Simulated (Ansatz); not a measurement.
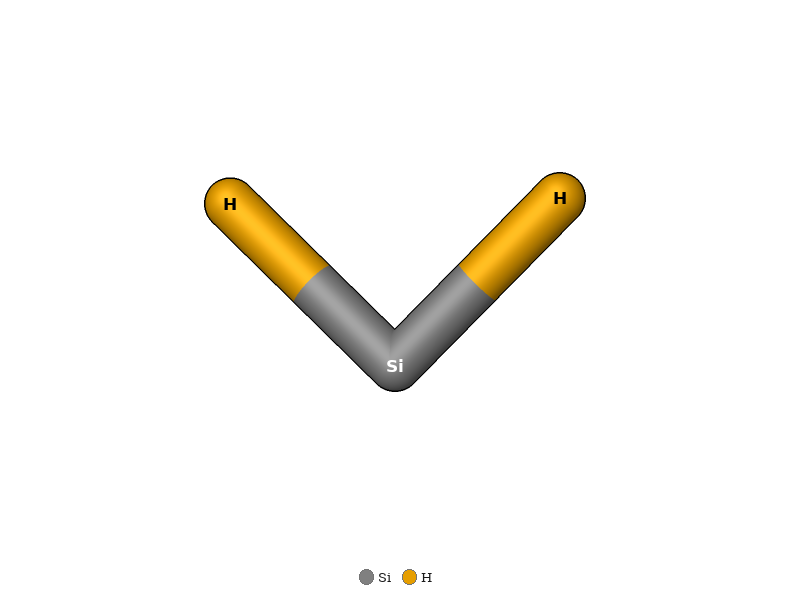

Starting geometry of the run.

Input file:

```yaml
crystal:
  periodic: [false, false, false]
  atoms:
    - {symbol: Si, position_ang: [-1.215632, -0.498026, 0.293402]}
    - {symbol: H, position_ang: [-1.245421, -0.560404, -1.230607]}
    - {symbol: H, position_ang: [-1.643130, 0.966284, 0.272908]}
basis:
  gaussian: {orbitals: def2-TZVPP}
hamiltonian: {xc: pbe0, dispersion: d4}
output: {orbitals: {seedname: orbitals}}
```

Command:

```sh
ansatz run in.yaml --threads 2 --pin off --events-out ev --progress --plain --max-ram 4352MiB
```

What the program printed:

```
Functional definition: PBE0
  name "PBE0"
  cite "Adamo & Barone, J. Chem. Phys. 110, 6158 (1999) doi:10.1063/1.478522"
  cite "Perdew, Burke & Ernzerhof, Phys. Rev. Lett. 77, 3865 (1996) doi:10.1103/PhysRevLett.77.3865"
  parent pbe
  parameter a = 0.25
  parameter kappa = 0.804
  parameter beta = 0.06672455060314922
  exchange = (1 - a)*pbe_x(kappa = kappa, mu = beta*pi^2/3) + a*exact_x
  correlation = pbe_c(beta = beta)
409 factors; their error is unknown
mean field evaluation 1: about -7904.1844 eV, gradient 9.4e0 eV
mean field evaluation 2: about -7904.4587 eV, gradient 4.1e0 eV
mean field evaluation 4: about -7904.5237 eV, gradient 1.4e-1 eV
mean field evaluation 8: about -7904.5392 eV, gradient 1.2e-2 eV
mean field -7904.53917106 eV, -290.4864566472 hartree, gradient 7.8e-5 eV, S^2 0.000000; 0 other end points of the search recorded, 0 dependent functions left out
reference -7904.53919287 eV, -290.4864574489 hartree; 8, 8 occupied and 62, 62 virtual orbitals, 409 factors
Total energy: -7904.55760415 eV, -290.4871340509 hartree
```
